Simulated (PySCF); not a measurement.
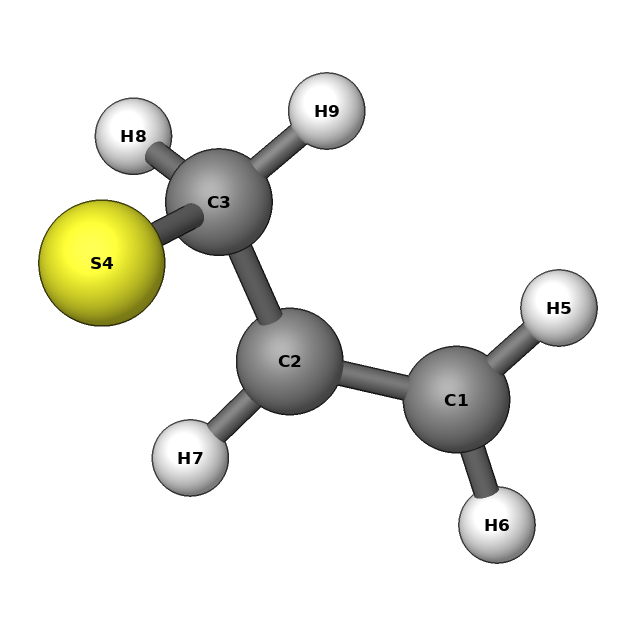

State: charge −1, singlet. The geometry was computed by an optimisation with PBE0-D3(BJ)/def2-SVP. No frequency run is at hand to confirm it as a minimum. Properties computed with GIAO PBE0/pcSseg-1 NMR shielding, non-relativistic, gas phase (PySCF 2.14.0). Principal shieldings σ11 ≤ σ22 ≤ σ33, span Ω = σ33 − σ11, skew κ = 3(σiso − σ22)/Ω.

Give the shielding tensors of the S atoms.

| atom | σ11 | σ22 | σ33 | σiso | Ω | κ |
| --- | --- | --- | --- | --- | --- | --- |
| S4 | 437.0 | 476.9 | 894.8 | 602.9 | 457.8 | 0.83 |

Shieldings and span in ppm.
